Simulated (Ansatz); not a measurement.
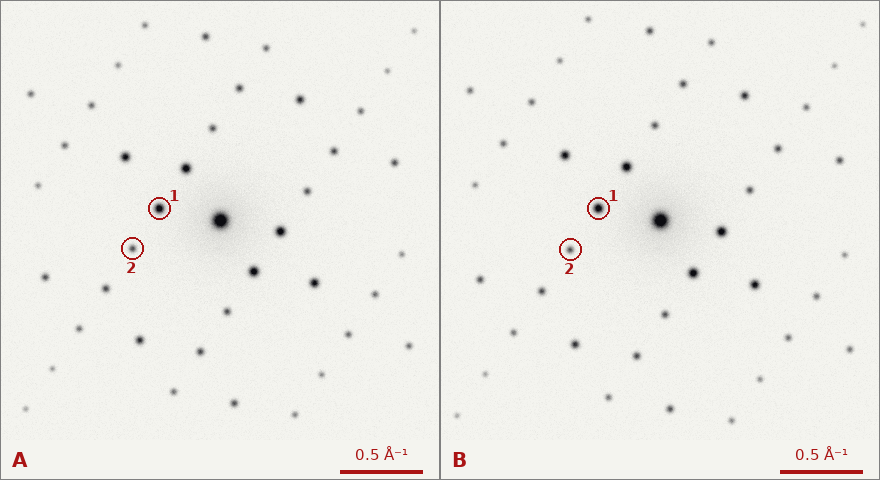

Kinematic electron diffraction patterns (300 kV, B = 0.5 Å², same scale) along [101] of the run's own cell, for the start and the end of one relaxation of CaCo2 with DFT PBEsol, scalar-relativistic, plane waves, PAW (Ansatz 0.2.0). k mesh 10×10×8. The start is a generated model structure, and the relaxation ends in the nearest stationary point of its symmetry, not necessarily the ground state. Spot 1 is -1 0 1 and spot 2 is -1 -1 1 in both.

Start structure:

```yaml
crystal:
  lattice:
    - [3.90552, 0.00000, 0.00000]
    - [-1.95276, 3.38228, 0.00000]
    - [0.00000, 0.00000, 4.22875]
  atoms:
    - { symbol: Ca, position: [0.00000, 0.00000, 0.00000] }
    - { symbol: Co, position: [0.33333, 0.66667, 0.50000] }
    - { symbol: Co, position: [0.66667, 0.33333, 0.50000] }
```

Question: Which pattern belongs to the start structure, and which to the relaxed one?

Answer: A is the start: its cell gives d(1) = 2.641 Å, d(2) = 1.773 Å and an angle of 28.9°. B is the relaxed structure, with d(1) = 2.600 Å (-1.6 %), d(2) = 1.721 Å (-2.9 %) and 29.1°.

Question: Summarise the relaxation behind the change.

Answer: The volume changed by -5.4 % to 17.61 Å³ an atom; the fractional coordinates hardly changed; the space group stayed P6/mmm (No. 191); the free energy fell by 40 meV an atom. Relaxed cell: a = 3.751 Å, b = 3.751 Å, c = 4.335 Å, α = 90.00°, β = 90.00°, γ = 120.00°.
